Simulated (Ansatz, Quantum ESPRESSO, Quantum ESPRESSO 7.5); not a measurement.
**From contact to tunnelling: vacuum gaps between two Na(100) faces**

Aim: how the conductance falls as the barrier grows, for vacuum gaps between two Na(100) faces.

Method: plane-wave DFT, PBE, GBRV ultrasoft pseudopotentials (cross-check by Ansatz 0.2.0 with PAW datasets), in Quantum ESPRESSO 7.5.

### 1. Starting point

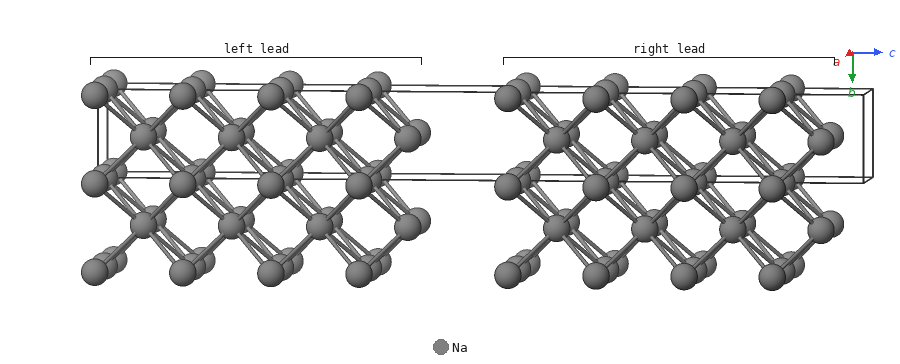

The starting structure, seen from the side, with the c axis across the page (sodium grey). 2×2×1 cells are drawn. Some periodic images of atoms are drawn too.

The cell holds 16 atoms: 16 Na. Its edges and angles: a = 4.200 Å, b = 4.200 Å, c = 36.500 Å, α = 90.0°, β = 90.0°, γ = 90.0°. It derives from Na. Regions: left lead, 8 atoms (8 Na); right lead, 8 atoms (8 Na). The structure is stacked along c, and the current runs across the ab planes.

### 2. Ground state, 5 Å

One periodic cell holds a stretch of lead, the junction and more lead; the atoms stay as built.

Contents of j0.scf.in:

```
&control
  prefix = 'j0.scf'
  outdir = './out'
  pseudo_dir = './pseudo'
  calculation = 'scf'
  tprnfor = .true.
/
&system
  ibrav = 0
  nat = 16
  ntyp = 1
  ecutwfc = 40
  ecutrho = 200
  occupations = 'smearing'
  smearing = 'mv'
  degauss = 0.01
/
&electrons
  conv_thr = 1e-07
  mixing_beta = 0.25
  electron_maxstep = 120
  mixing_mode = 'local-TF'
/
ATOMIC_SPECIES
  Na  22.9898  na_pbe_v1.5.uspp.F.UPF
CELL_PARAMETERS angstrom
  4.20000000000000 0.00000000000000 0.00000000000000
  0.00000000000000 4.20000000000000 0.00000000000000
  0.00000000000000 0.00000000000000 36.50000000000000
ATOMIC_POSITIONS crystal
  Na  0.000000000000 0.000000000000 0.000000000000
  Na  0.500000000000 0.500000000000 0.057534246575
  Na  0.000000000000 0.000000000000 0.115068493151
  Na  0.500000000000 0.500000000000 0.172602739726
  Na  0.000000000000 0.000000000000 0.230136986301
  Na  0.500000000000 0.500000000000 0.287671232877
  Na  0.000000000000 0.000000000000 0.345205479452
  Na  0.500000000000 0.500000000000 0.402739726027
  Na  0.000000000000 0.000000000000 0.539726027397
  Na  0.500000000000 0.500000000000 0.597260273973
  Na  0.000000000000 0.000000000000 0.654794520548
  Na  0.500000000000 0.500000000000 0.712328767123
  Na  0.000000000000 0.000000000000 0.769863013699
  Na  0.500000000000 0.500000000000 0.827397260274
  Na  0.000000000000 0.000000000000 0.884931506849
  Na  0.500000000000 0.500000000000 0.942465753425
K_POINTS automatic
  6 6 1 0 0 0
```

Run with:

```bash
OMP_NUM_THREADS=1 mpirun -n 4 pw.x -nk 2 -in j0.scf.in > j0.scf.out
```

The program printed:

```text
Program PWSCF v.7.5 starts
[citation notice left out]

     Parallel version (MPI & OpenMP), running on       4 processor cores
     Number of MPI processes:                 4
     Threads/MPI process:                     1

     MPI processes distributed on     1 nodes
[...]
Current dimensions of program PWSCF are:
     Max number of different atomic species (ntypx) = 10
     Max number of k-points (npk) =  40000
     Max angular momentum in pseudopotentials (lmaxx) =  4
     Message from routine setup:
     using ibrav=0 with symmetry is DISCOURAGED, use correct ibrav instead

     K-points division:     npool     =       2
     R & G space division:  proc/nbgrp/npool/nimage =       2
     Subspace diagonalization in iterative solution of the eigenvalue problem:
     a serial algorithm will be used

     Parallelization info
     --------------------
     sticks:   dense  smooth     PW     G-vecs:    dense   smooth      PW
     Min         498     396    120               103702    74172   12030
     Max         499     397    121               103717    74201   12049
     Sum         997     793    241               207419   148373   24079

     Using Slab Decomposition

     bravais-lattice index     =            0
     lattice parameter (alat)  =       7.9368  a.u.
     unit-cell volume          =    4344.9826 (a.u.)^3
     number of atoms/cell      =           16
     number of atomic types    =            1
     number of electrons       =       144.00
     number of Kohn-Sham states=           86
     kinetic-energy cutoff     =      40.0000  Ry
     charge density cutoff     =     200.0000  Ry
     scf convergence threshold =      1.0E-07
     mixing beta               =       0.2500
     number of iterations used =            8  local-TF  mixing
     Exchange-correlation=  SLA  PW   PBX  PBC
                           (   1   4   3   4   0   0   0)

     celldm(1)=   7.936850  celldm(2)=   0.000000  celldm(3)=   0.000000
     celldm(4)=   0.000000  celldm(5)=   0.000000  celldm(6)=   0.000000

     crystal axes: (cart. coord. in units of alat)
               a(1) = (   1.000000   0.000000   0.000000 )
               a(2) = (   0.000000   1.000000   0.000000 )
               a(3) = (   0.000000   0.000000   8.690476 )

     reciprocal axes: (cart. coord. in units 2 pi/alat)
               b(1) = (  1.000000  0.000000  0.000000 )
               b(2) = (  0.000000  1.000000  0.000000 )
               b(3) = (  0.000000  0.000000  0.115068 )

     PseudoPot. # 1 for Na read from file:
     ./pseudo/na_pbe_v1.5.uspp.F.UPF
     Pseudo is Ultrasoft, Zval =  9.0
     Generated by new atomic code, or converted to UPF format
     Using radial grid of  819 points,  5 beta functions with:
                l(1) =   0
                l(2) =   0
                l(3) =   1
                l(4) =   1
                l(5) =   2
     Q(r) pseudized with  8 coefficients,  rinner =    1.250   1.250   1.250
                                                       1.250   1.250

     atomic species   valence    mass     pseudopotential
     Na                9.00    22.98980     Na( 1.00)

      8 Sym. Ops. (no inversion) found

   Cartesian axes

     site n.     atom                  positions (alat units)
         1        Na     tau(   1) = (   0.0000000   0.0000000   0.0000000  )
         2        Na     tau(   2) = (   0.5000000   0.5000000   0.5000000  )
         3        Na     tau(   3) = (   0.0000000   0.0000000   1.0000000  )
         4        Na     tau(   4) = (   0.5000000   0.5000000   1.5000000  )
         5        Na     tau(   5) = (   0.0000000   0.0000000   2.0000000  )
         6        Na     tau(   6) = (   0.5000000   0.5000000   2.5000000  )
         7        Na     tau(   7) = (   0.0000000   0.0000000   3.0000000  )
         8        Na     tau(   8) = (   0.5000000   0.5000000   3.5000000  )
         9        Na     tau(   9) = (   0.0000000   0.0000000   4.6904762  )
        10        Na     tau(  10) = (   0.5000000   0.5000000   5.1904762  )
        11        Na     tau(  11) = (   0.0000000   0.0000000   5.6904762  )
        12        Na     tau(  12) = (   0.5000000   0.5000000   6.1904762  )
        13        Na     tau(  13) = (   0.0000000   0.0000000   6.6904762  )
        14        Na     tau(  14) = (   0.5000000   0.5000000   7.1904762  )
        15        Na     tau(  15) = (   0.0000000   0.0000000   7.6904762  )
        16        Na     tau(  16) = (   0.5000000   0.5000000   8.1904762  )

     number of k points=    10  Marzari-Vanderbilt smearing, width (Ry)=  0.0100
                       cart. coord. in units 2pi/alat
        k(    1) = (   0.0000000   0.0000000   0.0000000), wk =   0.0555556
        k(    2) = (   0.0000000   0.1666667   0.0000000), wk =   0.2222222
        k(    3) = (   0.0000000   0.3333333   0.0000000), wk =   0.2222222
        k(    4) = (   0.0000000  -0.5000000   0.0000000), wk =   0.1111111
        k(    5) = (   0.1666667   0.1666667   0.0000000), wk =   0.2222222
        k(    6) = (   0.1666667   0.3333333   0.0000000), wk =   0.4444444
        k(    7) = (   0.1666667  -0.5000000   0.0000000), wk =   0.2222222
        k(    8) = (   0.3333333   0.3333333   0.0000000), wk =   0.2222222
        k(    9) = (   0.3333333  -0.5000000   0.0000000), wk =   0.2222222
        k(   10) = (  -0.5000000  -0.5000000   0.0000000), wk =   0.0555556

     Dense  grid:   207419 G-vectors     FFT dimensions: (  36,  36, 320)

     Smooth grid:   148373 G-vectors     FFT dimensions: (  32,  32, 288)

     Estimated max dynamical RAM per process >     281.56 MB

     Estimated total dynamical RAM >       1.05 GB

     Initial potential from superposition of free atoms

     starting charge     143.8994, renormalised to     144.0000
     Starting wfcs are   80 randomized atomic wfcs +    6 random wfcs

     total cpu time spent up to now is        2.7 secs

     per-process dynamical memory:   151.0 Mb

     Self-consistent Calculation

     iteration #  1     ecut=    40.00 Ry     beta= 0.25
     Davidson diagonalization with overlap
     ethr =  1.00E-02,  avg # of iterations =  6.0

     Threshold (ethr) on eigenvalues was too large:
     Diagonalizing with lowered threshold

     Davidson diagonalization with overlap
     ethr =  3.64E-04,  avg # of iterations =  4.2

     total cpu time spent up to now is       19.1 secs

     total energy              =   -1525.51356974 Ry
     estimated scf accuracy    <       0.53269465 Ry

     iteration #  2     ecut=    40.00 Ry     beta= 0.25
[...]
estimated scf accuracy    <       0.00001295 Ry

     iteration # 10     ecut=    40.00 Ry     beta= 0.25
[...]
total energy              =   -1525.49804643 Ry
     estimated scf accuracy    <       0.00000079 Ry

     iteration # 11     ecut=    40.00 Ry     beta= 0.25
[...]
End of self-consistent calculation

          k = 0.0000 0.0000 0.0000 ( 18411 PWs)   bands (ev):

   -52.0869 -52.0869 -51.7435 -51.7435 -51.7373 -51.7372 -51.7350 -51.7350
   -51.7222 -51.7222 -51.7110 -51.7101 -51.7101 -51.7092 -51.6650 -51.6649
   -24.0094 -24.0093 -24.0002 -24.0002 -24.0002 -24.0002 -23.6722 -23.6722
   -23.6690 -23.6690 -23.6690 -23.6690 -23.6602 -23.6601 -23.6562 -23.6562
   -23.6562 -23.6562 -23.6519 -23.6519 -23.6493 -23.6491 -23.6490 -23.6490
   -23.6490 -23.6490 -23.6477 -23.6477 -23.6461 -23.6461 -23.6387 -23.6339
   -23.6339 -23.6324 -23.6291 -23.6287 -23.6287 -23.6268 -23.6268 -23.6224
   -23.6207 -23.6207 -23.5882 -23.5881 -23.5823 -23.5823 -23.5822 -23.5822
    -1.9602  -1.8700  -1.7374  -1.5040  -1.2598  -0.8908  -0.6020  -0.0420
     0.2285   1.0106   1.1871   2.2484   2.3198   3.6318   3.6750   5.1185
     5.1932   5.8409   5.9267   6.0571   6.2176   6.2177

          k = 0.0000 0.1667 0.0000 ( 18514 PWs)   bands (ev):

   -52.0869 -52.0869 -51.7435 -51.7434 -51.7373 -51.7372 -51.7350 -51.7350
   -51.7221 -51.7221 -51.7108 -51.7101 -51.7101 -51.7093 -51.6649 -51.6649
   -24.0093 -24.0093 -24.0015 -24.0014 -24.0001 -24.0000 -23.6732 -23.6732
   -23.6715 -23.6715 -23.6677 -23.6677 -23.6598 -23.6598 -23.6569 -23.6569
   -23.6561 -23.6561 -23.6516 -23.6515 -23.6512 -23.6503 -23.6499 -23.6499
   -23.6496 -23.6496 -23.6488 -23.6488 -23.6463 -23.6450 -23.6371 -23.6364
   -23.6333 -23.6307 -23.6303 -23.6288 -23.6281 -23.6279 -23.6274 -23.6220
   -23.6216 -23.6212 -23.5877 -23.5877 -23.5833 -23.5832 -23.5825 -23.5825
    -1.7161  -1.6262  -1.4942  -1.2618  -1.0186  -0.6511  -0.3635   0.1943
     0.4634   1.2422   1.4167   2.4686   2.5375   3.7164   3.7522   3.8095
     3.9932   4.2212   4.3672   4.5399   4.8741   5.1487

          k = 0.0000 0.3333 0.0000 ( 18524 PWs)   bands (ev):

   -52.0868 -52.0868 -51.7433 -51.7433 -51.7373 -51.7372 -51.7350 -51.7350
   -51.7220 -51.7220 -51.7105 -51.7101 -51.7100 -51.7096 -51.6649 -51.6649
   -24.0092 -24.0091 -24.0040 -24.0040 -23.9998 -23.9998 -23.6758 -23.6758
   -23.6750 -23.6750 -23.6645 -23.6645 -23.6607 -23.6607 -23.6575 -23.6575
   -23.6563 -23.6563 -23.6546 -23.6544 -23.6521 -23.6521 -23.6519 -23.6514
   -23.6511 -23.6508 -23.6500 -23.6499 -23.6431 -23.6426 -23.6389 -23.6369
   -23.6320 -23.6317 -23.6302 -23.6291 -23.6288 -23.6282 -23.6277 -23.6253
   -23.6213 -23.6213 -23.5870 -23.5870 -23.5852 -23.5852 -23.5830 -23.5830
    -0.9903  -0.9016  -0.7714  -0.5418  -0.3013   0.0615   0.3458   0.8958
     1.1613   1.8175   1.9008   1.9148   2.0284   2.0770   2.2312   2.4419
     2.8470   3.1342   3.2768   3.3158   3.6986   3.9527

          k = 0.0000-0.5000 0.0000 ( 18508 PWs)   bands (ev):

   -52.0868 -52.0868 -51.7432 -51.7432 -51.7373 -51.7373 -51.7350 -51.7350
   -51.7219 -51.7219 -51.7101 -51.7101 -51.7100 -51.7100 -51.6649 -51.6649
   -24.0091 -24.0090 -24.0053 -24.0053 -23.9997 -23.9996 -23.6770 -23.6769
   -23.6768 -23.6768 -23.6619 -23.6619 -23.6618 -23.6617 -23.6575 -23.6575
   -23.6572 -23.6572 -23.6561 -23.6561 -23.6533 -23.6533 -23.6527 -23.6527
   -23.6506 -23.6506 -23.6505 -23.6505 -23.6411 -23.6411 -23.6393 -23.6393
   -23.6306 -23.6306 -23.6296 -23.6296 -23.6291 -23.6291 -23.6281 -23.6281
   -23.6212 -23.6212 -23.5867 -23.5867 -23.5861 -23.5861 -23.5833 -23.5832
     0.1979   0.1979   0.2845   0.2845   0.4120   0.4120   0.6361   0.6361
     0.8731   0.8732   1.2264   1.2264   1.5057   1.5057   1.9838   1.9838
     2.4075   2.4075   3.1139   3.1139   3.3164   3.3164

          k = 0.1667 0.1667 0.0000 ( 18521 PWs)   bands (ev):

   -52.0869 -52.0868 -51.7434 -51.7434 -51.7373 -51.7372 -51.7350 -51.7350
   -51.7221 -51.7220 -51.7107 -51.7101 -51.7101 -51.7094 -51.6649 -51.6649
   -24.0092 -24.0092 -24.0013 -24.0013 -24.0013 -24.0013 -23.6732 -23.6731
   -23.6710 -23.6710 -23.6703 -23.6703 -23.6591 -23.6590 -23.6574 -23.6574
   -23.6563 -23.6563 -23.6527 -23.6527 -23.6513 -23.6501 -23.6500 -23.6499
   -23.6495 -23.6494 -23.6494 -23.6490 -23.6479 -23.6472 -23.6366 -23.6354
   -23.6350 -23.6306 -23.6300 -23.6298 -23.6297 -23.6275 -23.6270 -23.6227
   -23.6220 -23.6209 -23.5876 -23.5876 -23.5837 -23.5836 -23.5832 -23.5831
    -1.4730  -1.3836  -1.2522  -1.0208  -0.7784  -0.4125  -0.1260   0.4295
     0.6974   1.4724   1.6453   2.6875   2.7545   3.8150   3.8952   3.9196
     3.9763   4.0164   4.2252   4.3094   4.4585   4.5020

          k = 0.1667 0.3333 0.0000 ( 18592 PWs)   bands (ev):

   -52.0868 -52.0868 -51.7433 -51.7432 -51.7372 -51.7372 -51.7350 -51.7349
   -51.7220 -51.7219 -51.7104 -51.7101 -51.7100 -51.7096 -51.6649 -51.6648
   -24.0090 -24.0090 -24.0039 -24.0039 -24.0011 -24.0011 -23.6750 -23.6750
   -23.6740 -23.6740 -23.6690 -23.6690 -23.6594 -23.6594 -23.6579 -23.6579
   -23.6566 -23.6566 -23.6537 -23.6536 -23.6531 -23.6529 -23.6521 -23.6508
   -23.6508 -23.6504 -23.6498 -23.6498 -23.6476 -23.6458 -23.6385 -23.6355
   -23.6343 -23.6324 -23.6309 -23.6308 -23.6278 -23.6277 -23.6274 -23.6244
   -23.6222 -23.6216 -23.5873 -23.5873 -23.5852 -23.5852 -23.5837 -23.5837
    -0.7505  -0.6622  -0.5326  -0.3040  -0.0643   0.2969   0.5802   1.1274
     1.3919   2.0407   2.1233   2.1399   2.2500   2.3007   2.4513   2.6608
     3.0642   3.3519   3.4818   3.5187   3.9081   4.1648

[...]
the Fermi energy is     1.2614 ev

!    total energy              =   -1525.49804720 Ry
     estimated scf accuracy    <       0.00000003 Ry
     smearing contrib. (-TS)   =      -0.00040305 Ry
     internal energy E=F+TS    =   -1525.49764415 Ry

     The total energy is F=E-TS. E is the sum of the following terms:
     one-electron contribution =   -1731.97850974 Ry
     hartree contribution      =     870.26353124 Ry
     xc contribution           =    -228.91193057 Ry
     ewald contribution        =    -434.87073507 Ry

     convergence has been achieved in  11 iterations

     Forces acting on atoms (cartesian axes, Ry/au):

     atom    1 type  1   force =     0.00000000    0.00000000    0.00024287
     atom    2 type  1   force =     0.00000000    0.00000000   -0.00050050
     atom    3 type  1   force =     0.00000000    0.00000000    0.00108976
     atom    4 type  1   force =     0.00000000    0.00000000   -0.00056705
     atom    5 type  1   force =     0.00000000    0.00000000   -0.00071242
     atom    6 type  1   force =     0.00000000    0.00000000    0.00029794
     atom    7 type  1   force =     0.00000000    0.00000000   -0.00043537
     atom    8 type  1   force =     0.00000000    0.00000000    0.00279020
     atom    9 type  1   force =     0.00000000    0.00000000   -0.00278764
     atom   10 type  1   force =     0.00000000    0.00000000    0.00043608
     atom   11 type  1   force =     0.00000000    0.00000000   -0.00029863
     atom   12 type  1   force =     0.00000000    0.00000000    0.00071173
     atom   13 type  1   force =     0.00000000    0.00000000    0.00056591
     atom   14 type  1   force =     0.00000000    0.00000000   -0.00108868
     atom   15 type  1   force =     0.00000000    0.00000000    0.00049510
     atom   16 type  1   force =     0.00000000    0.00000000   -0.00023929

     Total force =     0.004556     Total SCF correction =     0.000620
     SCF correction compared to forces is large: reduce conv_thr to get better values

[...]
=------------------------------------------------------------------------------=
   JOB DONE.
=------------------------------------------------------------------------------=
```

Wall time 97 s (4 MPI ranks of Arm Neoverse V1, shared host); peak memory 1.1 GiB.

This step gave:

| Item | Value |
| --- | --- |
| free energy | -20755.4583 eV |
| Fermi energy | 1.261 eV |

The run needed 11 iterations to bring the estimated error under 1e-07 Ry; the largest force on any atom, held or free, is 0.07 eV/Å.

(Continued in part 2 of 5.)

[Logs are printed without paths, hosts, clocks, repeated set-up lines and the standing remarks that a program may print on its own settings, such as how far it seeks lower states.]

[Hosts, paths, dates, database ids (printed as entryN), source tags and the programs' standing remarks are cut or masked in the printed files.]

[Maps of the electrostatic potential energy from Ansatz leave out the sawtooth potential of an applied field or a dipole correction, so their vacuum need not be flat; planar profiles and work functions include it.]
